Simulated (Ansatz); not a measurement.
## Rb (Im-3m): the Drude term of Re ε in the infrared

Re ε of Rb (Im-3m) at low photon energies is read from one computed spectrum; the carriers' damping was typed as γ = 0.05 eV.

Cell: a, b, c = 4.854, 4.854, 4.854 Å (primitive vectors), 1 atoms.

Method: Ansatz 0.2.0, PBE, independent particles, k-mesh 10×10×10 with interpolation inside its cells, Gaussian parameter 0.1 eV.

Launch of the response step: `ansatz run input.yaml --threads 4 --pin off --max-ram 8192MiB --backend cpu --events-out ev --progress --plain --runs-dir out`. The run took 6 s, on 4 threads of Intel(R) Xeon(R) Platinum 8488C (Sapphire Rapids) (shared host).

| photon energy E (eV) | wavelength (µm) | Re ε |
| --- | --- | --- |
| 0.25 | 4.96 | -216.7 |
| 0.30 | 4.13 | -151.7 |
| 0.35 | 3.54 | -111.7 |
| 0.40 | 3.10 | -85.4 |
| 0.50 | 2.48 | ? |
| 0.60 | 2.07 | -37.1 |
| 0.70 | 1.77 | -26.7 |

A Drude term over a constant background gives Re ε = ε_b − ωp²/(E² + γ²), linear in 1/(E² + γ²).

Working, on the rows shown:

| x = 1/(E² + γ²) (eV⁻²) | y = Re ε |
| --- | --- |
| 15.3846 | -216.7 |
| 10.8108 | -151.7 |
| 8 | -111.7 |
| 6.15385 | -85.4 |
| 2.75862 | -37.1 |
| 2.03046 | -26.7 |

Means: x̄ = 7.5231, ȳ = -104.88. Σ(x − x̄)(y − ȳ) = -1815, Σ(x − x̄)² = 127.6. Slope = -1815 / 127.6 = -14.23; intercept = ȳ − slope · x̄ = 2.1556. The line misses the rows shown by at most 0.038.

Question: Fill in the last column of the withheld row.

Answer: At x = 3.9604 the line gives y = -54.193. The run gave -54.2, so the interpolation holds to the digits printed.

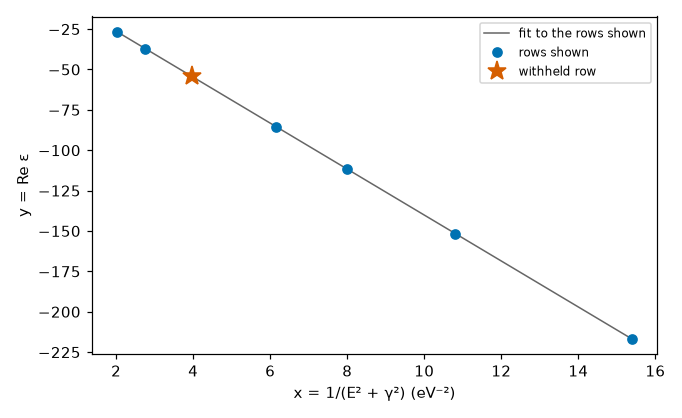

Refitted with all rows, the slope is -14.23 and the intercept 2.1536. These give ωp = √(−slope) = 3.77 eV, against 3.77 eV from the program's Fermi-surface sum, and a background ε_b = 2.2 from interband transitions. The cell comes from an older database entry, whose edges can be off by a per cent or so. The values come from a sum over the points of one k-mesh and carry its error, which is largest for Fermi-surface quantities. Spin-orbit coupling is left out.
